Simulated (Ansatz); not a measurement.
## Geometry relaxation, with input and output: AlSiH5Cl2O2 (part 2 of 2)

The same run, continued: AlSiH5Cl2O2; RKS PBE-D4/6-31G* (Ansatz 0.2.0). It belongs to a series of runs on one base structure; here: end point B relaxed.

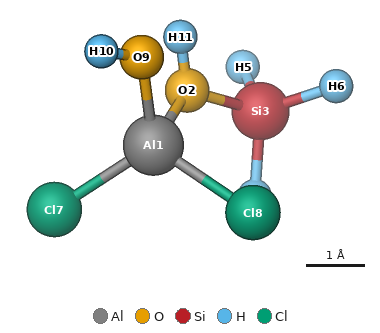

The geometry at step 13 of the log (ball-and-stick view, seen at a tilt; atoms are numbered from 1 in the order of the input).

### Trajectory as extended XYZ, continued
```
11
Properties=species:S:1:pos:R:3:forces:R:3 step=7 energy=-43677.74175
Al   -0.0101    0.5207    0.1523   -0.0021   0.0348   0.0727
O    -0.1753    0.1281    2.0674   -0.0280   0.2107  -0.0224
Si   -1.4262   -0.5787    3.0483    0.0044  -0.0106   0.0178
H    -2.2634   -1.4142    2.1482    0.0228  -0.0100  -0.0057
H    -0.7604   -1.3921    4.1084    0.0055   0.0109   0.0032
H    -2.1829    0.5616    3.6484   -0.0200  -0.0194  -0.0005
Cl    1.7138   -0.4619   -0.6168   -0.0176  -0.0158   0.0008
Cl   -1.8808   -0.0619   -0.6773   -0.0001   0.0167  -0.0031
O     0.2044    2.1909    0.6751    0.2219  -0.0145  -0.1552
H     0.9760    2.6561    0.2926   -0.1880  -0.0280   0.1002
H     0.0459    1.0881    2.2658    0.0012  -0.1747  -0.0079
11
Properties=species:S:1:pos:R:3:forces:R:3 step=9 energy=-43677.76252
Al   -0.0157    0.5829    0.1654    0.1302   0.0236   0.1003
O    -0.2513    0.2052    2.0706   -0.0656   0.1077   0.1064
Si   -1.4348   -0.6248    3.0559    0.0126   0.0782  -0.1764
H    -2.0744   -1.6194    2.1327    0.1268   0.1725   0.1618
H    -0.6883   -1.2803    4.1801   -0.0746   0.0595  -0.0848
H    -2.4009    0.4052    3.5811    0.1327  -0.1691  -0.0899
Cl    1.5721   -0.6612   -0.5622   -0.1554   0.1193   0.0583
Cl   -1.9347    0.1695   -0.6725    0.0210   0.0253   0.0157
O     0.3862    2.2197    0.6740    0.3125   0.0798  -0.4622
H     1.0088    2.7420    0.1159   -0.3628  -0.3016   0.3665
H     0.0741    1.0979    2.3715   -0.0774  -0.1951   0.0044
11
Properties=species:S:1:pos:R:3:forces:R:3 step=11 energy=-43677.78232
Al   -0.0264    0.5882    0.1797    0.0017  -0.0023   0.0810
O    -0.2259    0.2125    2.0821   -0.0723  -0.0133   0.0738
Si   -1.4225   -0.6244    3.0324    0.0192   0.0259  -0.0719
H    -1.9866   -1.6509    2.1126    0.0401   0.0420   0.0519
H    -0.7082   -1.2313    4.1979   -0.0279   0.0242  -0.0214
H    -2.4348    0.3785    3.4914    0.0311  -0.0576  -0.0290
Cl    1.5239   -0.6712   -0.5693   -0.0515   0.0321  -0.0048
Cl   -1.9768    0.2080   -0.6009    0.0140   0.0039  -0.0073
O     0.3904    2.2182    0.6677   -0.0332  -0.1116  -0.0743
H     1.0341    2.7039    0.1263    0.0600   0.0964  -0.0095
H     0.0738    1.1054    2.3924    0.0188  -0.0396   0.0115
11
Properties=species:S:1:pos:R:3:forces:R:3 step=13 energy=-43677.79784
Al   -0.0544    0.6340    0.2204   -0.0869   0.0571  -0.0160
O    -0.1983    0.2376    2.1188    0.1131   0.1212   0.0097
Si   -1.4138   -0.6450    2.9880   -0.2830  -0.1625   0.0961
H    -1.7067   -1.8210    2.1033    0.0586   0.2100   0.1827
H    -0.7812   -1.0473    4.2944   -0.0917   0.0623  -0.1765
H    -2.6148    0.2371    3.2253    0.2332  -0.1721  -0.0543
Cl    1.3425   -0.7354   -0.6223   -0.0127  -0.0002  -0.0061
Cl   -2.0855    0.3608   -0.4195    0.0995   0.0098   0.0191
O     0.4870    2.2385    0.6406    0.0387  -0.0273  -0.0566
H     1.1230    2.6945    0.0610   -0.0493  -0.0211   0.0408
H     0.1431    1.0828    2.5023   -0.0196  -0.0772  -0.0388
11
Properties=species:S:1:pos:R:3:forces:R:3 step=15 energy=-43677.80663
Al   -0.0625    0.6375    0.2211   -0.0090  -0.0162   0.0482
O    -0.1711    0.2151    2.1226    0.0465   0.0247  -0.0484
Si   -1.4122   -0.6461    2.9845   -0.0650  -0.0328  -0.0102
H    -1.6775   -1.8414    2.1383    0.0169   0.0437   0.0433
H    -0.8217   -1.0068    4.3113   -0.0157   0.0221  -0.0273
H    -2.6024    0.2400    3.1485    0.0047  -0.0352   0.0167
Cl    1.3180   -0.7244   -0.6586    0.0018  -0.0006  -0.0142
Cl   -2.0945    0.3664   -0.3961    0.0203   0.0101   0.0062
O     0.4871    2.2318    0.6597   -0.0050  -0.0067  -0.0066
H     1.1121    2.7009    0.0815    0.0004   0.0169  -0.0069
H     0.1657    1.0636    2.4996    0.0039  -0.0260  -0.0007
11
Properties=species:S:1:pos:R:3:forces:R:3 step=17 energy=-43677.80870
Al   -0.0560    0.6373    0.2252    0.0004   0.0031   0.0073
O    -0.1639    0.2021    2.1189    0.0113   0.0182   0.0038
Si   -1.4197   -0.6451    2.9796    0.0022  -0.0012   0.0064
H    -1.6702   -1.8535    2.1530    0.0006   0.0028   0.0114
H    -0.8350   -0.9754    4.3152   -0.0058  -0.0003  -0.0046
H    -2.6153    0.2331    3.1311   -0.0077  -0.0045  -0.0111
Cl    1.3140   -0.7202   -0.6791   -0.0008   0.0050  -0.0022
Cl   -2.0914    0.3741   -0.3818   -0.0085  -0.0005  -0.0033
O     0.4950    2.2301    0.6659    0.0193   0.0001  -0.0129
H     1.0982    2.7144    0.0763   -0.0162  -0.0037   0.0097
H     0.1852    1.0398    2.5080    0.0052  -0.0192  -0.0047
11
Properties=species:S:1:pos:R:3:forces:R:3 step=19 energy=-43677.81036
Al   -0.0546    0.6390    0.2324    0.0097   0.0036  -0.0057
O    -0.1346    0.1709    2.1189   -0.0168  -0.0115   0.0179
Si   -1.4241   -0.6421    2.9693    0.0163   0.0151  -0.0042
H    -1.6367   -1.8889    2.1914   -0.0018  -0.0045   0.0054
H    -0.8822   -0.9047    4.3379    0.0000  -0.0039  -0.0074
H    -2.6318    0.2288    3.0388    0.0011   0.0014  -0.0026
Cl    1.2926   -0.7031   -0.7280   -0.0097   0.0053   0.0041
Cl   -2.1043    0.3894   -0.3357   -0.0053  -0.0080  -0.0090
O     0.5104    2.2217    0.6865    0.0166   0.0137  -0.0026
H     1.0674    2.7359    0.0774   -0.0123  -0.0104   0.0080
H     0.2390    0.9897    2.5237    0.0021  -0.0006  -0.0038
```

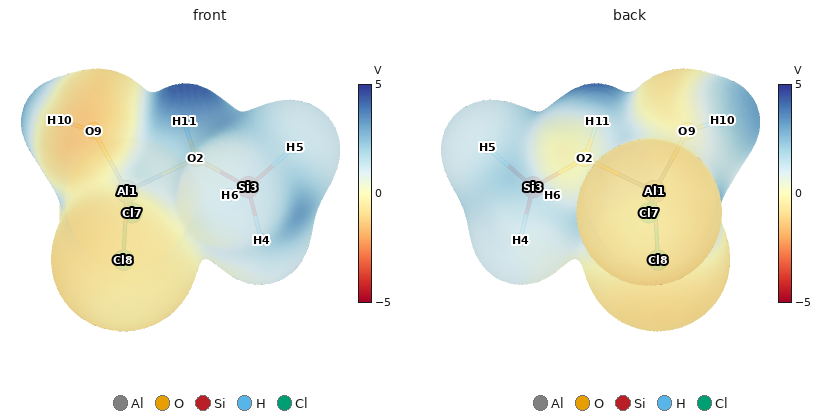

The molecular electrostatic potential painted on the density surface at 0.004 e/bohr³, seen at a tilt and from behind; the colour scale runs from red (negative) to blue (positive).

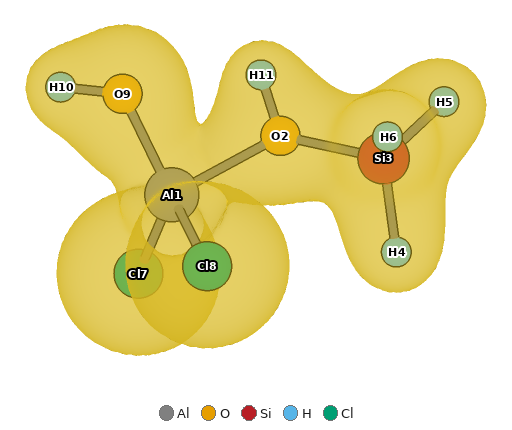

Isosurface of the total electron density at 0.2 e/Å³ (yellow), seen face on. At this value the surface is in one piece. On the grid the lowest density along these lines, outside the cores, is 0.65 e/Å³ (Al–O, 1.74 Å), 0.7 e/Å³ (Si–O, 1.75 Å), 0.48 e/Å³ (Al–Cl, 2.13 Å) and 2.3 e/Å³ (O–H, 0.97 Å).

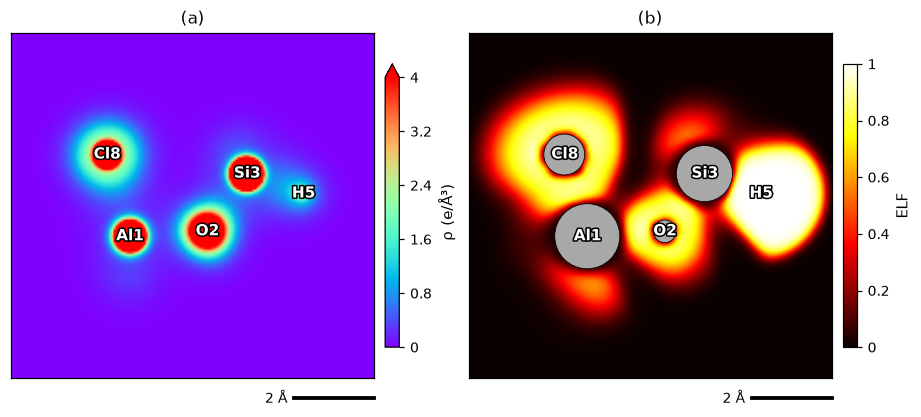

(a) electron density; (b) electron localisation function on the plane of atoms O2, Si3 and H5. Grey discs, where drawn, cover atomic cores. Si–O (1.75 Å): ρ at the midpoint is about 0.89 e/Å³; the ELF peaks at about 0.90 between the atoms, which marks a polar covalent bond. Al–Cl (2.14 Å): ρ is about 0.68 e/Å³ halfway; the ELF peaks at about 0.90 in the valence shell of Cl, 0.9 Å from its nucleus, and is about 0.85 at the midpoint. Si–H (1.50 Å): ρ is about 0.8 e/Å³ halfway; the ELF climbs to about 1 towards the hydrogen, as it does in any bond to H.

The run was set up as follows.

### The input
```yaml
crystal:
  periodic: [false, false, false]
  atoms:
    - { symbol: Al, position_ang: [0.090344, 0.613465, -0.392259] }
    - { symbol: O, position_ang: [-0.049918, 0.091568, 2.52284] }
    - { symbol: Si, position_ang: [-1.433552, -0.552038, 3.267473] }
    - { symbol: H, position_ang: [-2.242258, -1.341083, 2.281341] }
    - { symbol: H, position_ang: [-0.976985, -1.457577, 4.367278] }
    - { symbol: H, position_ang: [-2.290904, 0.540094, 3.845163] }
    - { symbol: Cl, position_ang: [1.836838, -0.312424, -1.114341] }
    - { symbol: Cl, position_ang: [-1.792256, -0.113911, -0.965683] }
    - { symbol: O, position_ang: [0.158038, 2.160607, 0.445103] }
    - { symbol: H, position_ang: [1.054911, 2.542199, 0.514103] }
    - { symbol: H, position_ang: [-0.113256, 1.0658, 2.341383] }
basis:
  gaussian: { orbitals: "6-31G*" }
hamiltonian:
  xc: pbe
  dispersion: d4
relax:
  f_tol: 0.03
  max_steps: 50
output:
  orbitals: {}
```

Launched with:
```bash
ansatz run input.yaml --threads 4 --pin off --max-ram 5120MiB --backend cpu --events-out ev --progress --plain --runs-dir out
```

### Summary

```tsv
quantity	value
outcome	converged
total energy	−43677.8104 eV
mean-field energy	−43677.4861 eV
largest force (length of the vector) at the end	0.027 eV/Å
hardware	4 threads of Arm Neoverse V2, 24 GiB of memory available, shared host
wall time	33 s (CPU time 2 min)
peak memory	0.18 GiB
```
